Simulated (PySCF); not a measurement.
**TaNH: relaxation and vibrations of the doublet**

Where does doublet TaNH go from a bent start, is the end point a minimum, and what are its modes, charges and moments?

Program: PySCF 2.14.0. Level of theory: PBE0, basis Ta def2-TZVP with ECP60, N def2-TZVP, H def2-TZVP, scalar-relativistic core potentials, no spin–orbit coupling, density fitting. These are calculated values, not measurements.

### 1 The system as given

3 atoms, charge 0, spin multiplicity 2.

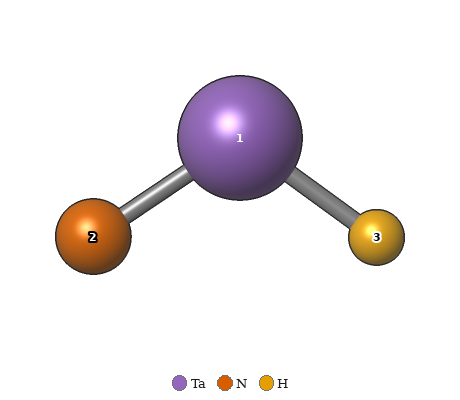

The starting geometry (tantalum purple, nitrogen orange, hydrogen amber); atoms are numbered from 1 in the order of the file.

Coordinates in bohr (charge 0 multiplicity 2):
```
Ta    0.0000    0.0000    0.0000
N    -2.8792    0.0000    2.0161
H     2.7554    0.0000    1.9294
```

### 2 First SCF at the start

One driver script runs all steps and calls PySCF; scf.py shows how it sets up the SCF of each step. The optimiser is the driver's own. After this first run the driver tries any further starts and a stability analysis.

File scf.py:

```python
from pyscf import gto, scf, dft
mol = gto.M(atom='''
Ta     0.000000     0.000000     0.000000
N     -1.523600     0.000000     1.066900
H      1.458100     0.000000     1.021000''',
    basis={'Ta': 'def2-TZVP', 'N': 'def2-TZVP', 'H': 'def2-TZVP'},
    ecp={'Ta': 'def2-TZVP'},
    charge=0, spin=1)
mf = dft.UKS(mol, xc='PBE0')
mf.grids.atom_grid = (50, 194)
aux = {'Ta': 'def2-universal-JKFIT', 'N': 'def2-universal-JKFIT', 'H': 'def2-universal-JKFIT'}
mf = mf.density_fit(auxbasis=aux)
mf.conv_tol = 1e-08
mf.diis_space = 10
mf.max_cycle = 60
mf.init_guess = 'minao'
mf.verbose = 4
mf.kernel()
```

Command:

```sh
OMP_NUM_THREADS=2 python axn.py task.json out
```

Log:

```text
init E= -93.2200751805345
[... the frontier-level lines of each cycle are left out ...]
cycle= 1 E= -112.069367371897  delta_E= -18.8  |g|= 0.44  |ddm|= 4.26
cycle= 2 E= -112.040012085828  delta_E= 0.0294  |g|= 0.503  |ddm|=  1.1
cycle= 3 E= -112.117439528028  delta_E= -0.0774  |g|= 0.335  |ddm|= 0.588
cycle= 4 E= -112.161605541125  delta_E= -0.0442  |g|= 0.137  |ddm|= 0.234
cycle= 5 E= -112.170316737509  delta_E= -0.00871  |g|= 0.0118  |ddm|= 0.075
cycle= 6 E= -112.170480249606  delta_E= -0.000164  |g|= 0.00555  |ddm|= 0.0182
cycle= 7 E= -112.17060262134  delta_E= -0.000122  |g|= 0.00396  |ddm|= 0.0157
cycle= 8 E= -112.170759172509  delta_E= -0.000157  |g|= 0.00327  |ddm|= 0.0238
cycle= 9 E= -112.170944233618  delta_E= -0.000185  |g|= 0.00229  |ddm|= 0.04
cycle= 10 E= -112.171011804091  delta_E= -6.76e-05  |g|= 0.0014  |ddm|= 0.0235
cycle= 11 E= -112.17103417624  delta_E= -2.24e-05  |g|= 0.000677  |ddm|= 0.0129
cycle= 12 E= -112.17104256744  delta_E= -8.39e-06  |g|= 0.000309  |ddm|= 0.011
cycle= 13 E= -112.17104322959  delta_E= -6.62e-07  |g|= 0.00012  |ddm|= 0.00251
cycle= 14 E= -112.171043333913  delta_E= -1.04e-07  |g|= 4.91e-05  |ddm|= 0.00103
cycle= 15 E= -112.171043351636  delta_E= -1.77e-08  |g|= 2.46e-05  |ddm|= 0.00049
cycle= 16 E= -112.171043353898  delta_E= -2.26e-09  |g|= 1.14e-05  |ddm|= 0.000176
Extra cycle  E= -112.171043354226  delta_E= -3.29e-10  |g|= 9.91e-06  |ddm|= 3.07e-05
converged SCF energy = -112.171043354226  <S^2> = 0.83260086  2S+1 = 2.0809621
```

This step, with its further starts and checks, took 13 s on 2 threads of Arm Neoverse N1, shared host.

Energies from each starting density:

| start | energy (Eh) |
| --- | --- |
| the minimal-basis guess | -112.171043 |
| a thermally smeared density | -112.171043 |
| a smeared PBE density | -112.171043 |

The test of internal stability and the other starts found no lower solution of this spin.

### 3 Relaxing the doublet from the bent start

The program finds Cs symmetry in the start, which this walk keeps. Threshold on the gradient: 0.0003 Eh/bohr, with a further test on the energy change.

Changes to scf.py since step 2:

```diff
@@ -3,3 +3,3 @@
-Ta     0.000000     0.000000     0.000000
-N     -1.523600     0.000000     1.066900
-H      1.458100     0.000000     1.021000''',
+Ta     0.101376     0.000000    -0.081491
+N     -1.422224     0.000000     0.985409
+H      1.559476     0.000000     0.939509''',
@@ -16 +15,0 @@
-mf.init_guess = 'minao'
```

Energy and gradient, step by step:

| step | energy (Eh) | change (kJ/mol) | largest symmetric gradient (Eh/bohr) |
| --- | --- | --- | --- |
| 0 | -112.171043 | 0.00 | 0.11045 |
| 1 | -112.198545 | -72.20 | 0.00972 |
| 2 | -112.200255 | -76.69 | 0.00426 |
| 3 | -112.200572 | -77.53 | 0.00484 |
| 4 | -112.200611 | -77.63 | 0.00273 |
| 5 | -112.200622 | -77.66 | 0.00097 |
| 6 | -112.200624 | -77.66 | 0.00001 |

The walk took 15 s.

Geometry (Å) and forces (eV/Å) at some steps:

```
step 0
Ta   0.101   0.000  -0.081  -5.395   0.000   3.151
N   -1.422   0.000   0.985   5.679   0.000  -3.476
H    1.559   0.000   0.940  -0.284   0.000   0.325
step 1
Ta   0.038   0.000  -0.073  -0.247   0.000  -0.361
N   -1.295   0.000   0.957   0.500   0.000   0.098
H    1.496   0.000   0.959  -0.253   0.000   0.264
step 3
Ta   0.035   0.000  -0.146  -0.034   0.000   0.249
N   -1.202   0.000   0.995   0.155   0.000  -0.142
H    1.406   0.000   0.994  -0.121   0.000  -0.106
step 6
Ta   0.038   0.000  -0.143  -0.001   0.000  -0.001
N   -1.197   0.000   0.995   0.000   0.000   0.003
H    1.397   0.000   0.991   0.001   0.000  -0.002
```

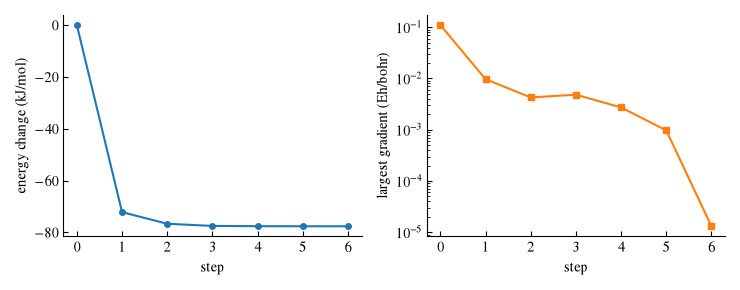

Energy and largest gradient along the walk.

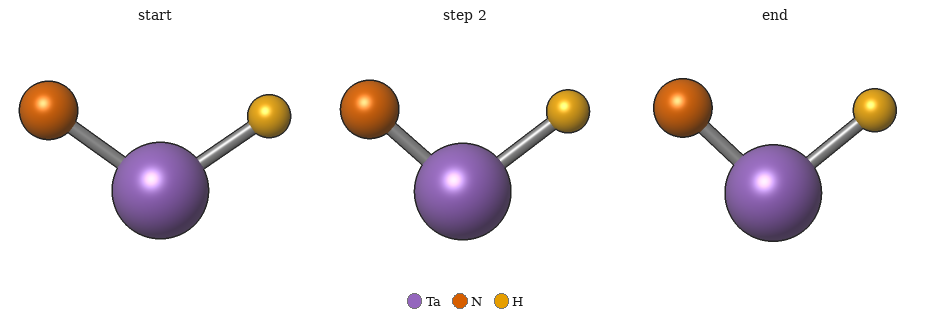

Start and end of the relaxation, with a step between.

It settles in Cs symmetry, 77.7 kJ/mol below the start, after 6 steps: Ta–H 1.770 Å, Ta–N 1.679 Å; H–Ta–N 97.5°.

### 4 Is it a minimum? Harmonic modes

The point is checked on the finer grid, and tightened if its gradient asks for it. The Hessian and the dipole derivatives come from central differences of analytic gradients, with steps of 0.02 bohr.

Changes to scf.py since step 3:

```diff
@@ -3,3 +3,3 @@
-Ta     0.101376     0.000000    -0.081491
-N     -1.422224     0.000000     0.985409
-H      1.559476     0.000000     0.939509''',
+Ta     0.081338     0.000000    -0.086799
+N     -1.154266     0.000000     1.049999
+H      1.440274     0.000000     1.046840''',
@@ -10 +10 @@
-mf.grids.atom_grid = (50, 194)
+mf.grids.atom_grid = (75, 302)
@@ -13 +13 @@
-mf.conv_tol = 1e-08
+mf.conv_tol = 1e-10
```

The driver hands on the density of the step before, so the log starts near convergence.

Log of the central SCF (cycles and frontier levels):

```text
init E= -112.200622343196
[... the frontier-level lines of each cycle are left out ...]
cycle= 1 E= -112.200622343198  delta_E= -2.25e-12  |g|= 5.4e-07  |ddm|= 1.31e-06
Extra cycle  E= -112.200622343197  delta_E= 1.28e-12  |g|= 7.99e-07  |ddm|= 1.14e-06
converged SCF energy = -112.200622343197  <S^2> = 0.76161325  2S+1 = 2.0115797
```

The whole step took 48 s.

Geometry: Cs; Ta–H 1.770 Å, Ta–N 1.679 Å; H–Ta–N 97.5°.

Modes, for the most abundant isotopes:

| symmetry | ω (cm⁻¹) | IR (km/mol) | type |
| --- | --- | --- | --- |
| a' | 619 | 30.2 | bend |
| a' | 1107 | 96.7 | stretch |
| a' | 1860 | 139 | stretch |

All wavenumbers are real: a minimum.

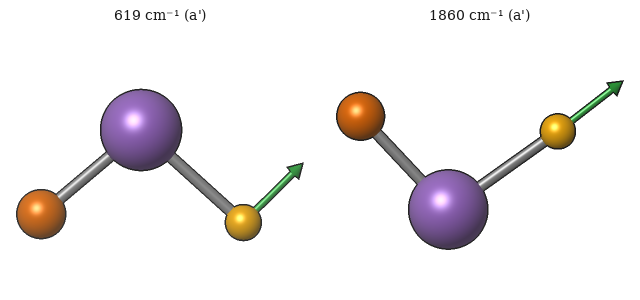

Displacements of 2 of the modes, as arrows (one member where a mode is degenerate).

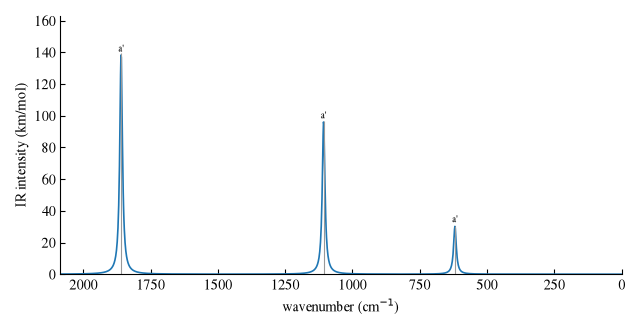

The harmonic infrared spectrum (widths in cm⁻¹). Lines are broadened to a width of 12 cm⁻¹ (Lorentzian).

Constants and moments:

| Property | Result |
| --- | --- |
| Dipole moment | 5.18 D |
| Highest occupied level | -6.05 eV |
| Lowest empty level | -2.75 eV |
| Rotational constants | 5.483, 0.4584, 0.423 cm⁻¹ |
| Zero-point energy | 21.4 kJ/mol |
| Principal polarisabilities | 53.4, 67.0, 70.3 bohr³ |
| Atomisation energy without zero-point energy | 875 kJ/mol |
| Principal traceless quadrupole moments about the centre of mass | -6.91, 2.80, 4.10 D Å |
| Entropy at 298.15 K and 1 bar (electronic part: spin only) | 266.0 J/(mol K) |
| Heat capacity Cp at 298.15 K | 38.6 J/(mol K) |
| Enthalpy at 298.15 K above 0 K | 10.38 kJ/mol |
| Rotational symmetry number | 1 |
| Spin squared ⟨S²⟩ | 0.762 |

Charges (e) and bond orders:

```csv
atom,Mulliken,Löwdin,polar tensor,spin (Mulliken),Mayer order to Ta1
Ta1,0.55,0.45,0.97,1.18,–
N2,-0.43,-0.34,-0.71,-0.17,3.05
H3,-0.12,-0.11,-0.26,-0.01,0.99
```

Outer orbital energies (eV). α occupied: -40.85, -40.67, -18.39, -9.11, -7.89, -7.88, -7.41, -6.05; empty: -2.75, -2.37, -1.65, -0.56. β occupied: -40.61, -40.29, -39.99, -18.59, -9.00, -7.90, -7.86, -7.42; empty: -2.75, -2.18, -1.71, -0.71.

Mulliken populations on Ta1 (outside its core potential): s 2.90, p 6.24, d 3.26, f 0.05.

### 5 Summary of results

| quantity | value |
| --- | --- |
| minimum | doublet, Cs |
| geometry | Ta–H 1.770 Å, Ta–N 1.679 Å; H–Ta–N 97.5° |
| wavenumbers (cm⁻¹) | 619 (a'), 1107 (a'), 1860 (a') |
| dipole moment | 5.18 D |
| highest occupied, lowest empty level (either spin) | -6.05, -2.75 eV |
| polar-tensor charge of Ta1 | +0.97 e |
| zero-point energy | 21.4 kJ/mol |
| entropy at 298.15 K | 266.0 J/(mol K) |
| atomisation energy (no zero-point energy) | 875 kJ/mol |
| ⟨S²⟩ | 0.762 |

**Reading.** The bent start keeps its Cs symmetry and ends in a minimum. The strongest infrared band lies at 1860 cm⁻¹ (a', stretch). With 5.2 D the molecule is strongly polar. Most of the spin sits on Ta1 (Mulliken spin 1.18, against 1 for the whole molecule). Only this shape and spin were tried, so other structures or states may lie lower. One determinant may miss the lowest occupation of an open d or f shell. Spin–orbit coupling, left out here, can matter for elements this heavy.

The search up to here took 76 s.
